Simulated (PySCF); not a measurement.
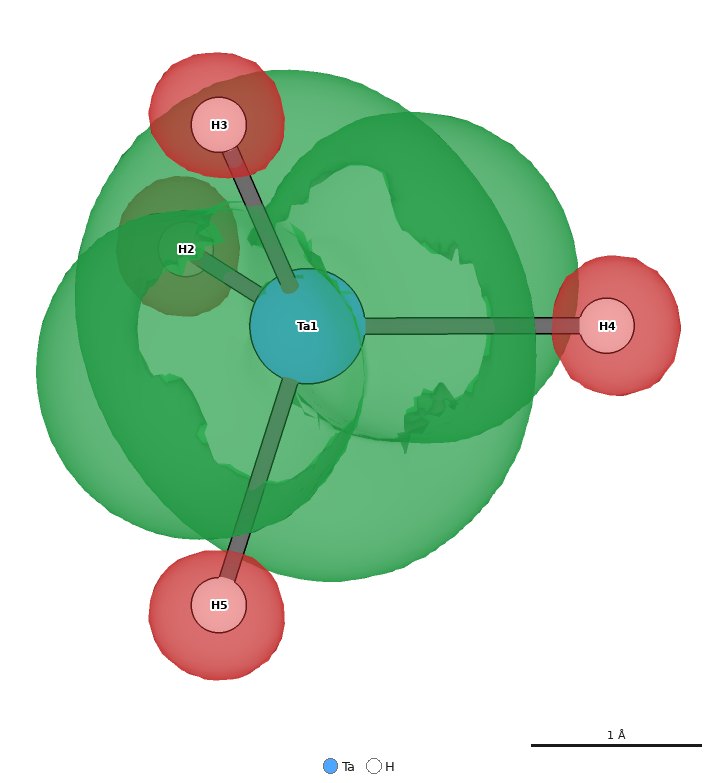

The picture shows: H4Ta (Ta(H)4) (doublet). Isosurfaces of the spin density (α minus β) at +0.015 (green) and −0.015 e/Å³ (red), seen at a tilt.

Core potentials replace the inner electrons of Ta.

These are results of PySCF 2.14.0, UKS PBE0, Ta def2-SVP with ECP60, H def2-SVP; non-relativistic Hamiltonian with scalar-relativistic core potentials where named; density fitting, not measurements.

```tsv
atom	x (Å)	y (Å)	z (Å)
Ta	0.0000	0.0000	0.0000
H	1.4807	0.0000	0.9677
H	0.0000	1.4807	-0.9677
H	-1.4807	0.0000	0.9677
H	0.0000	-1.4807	-0.9677
```

**Which atoms carry the spin?**

The unpaired spin (1 electron) lies mostly on Ta1 (about 1.0), in electrons by Hirshfeld's partition.
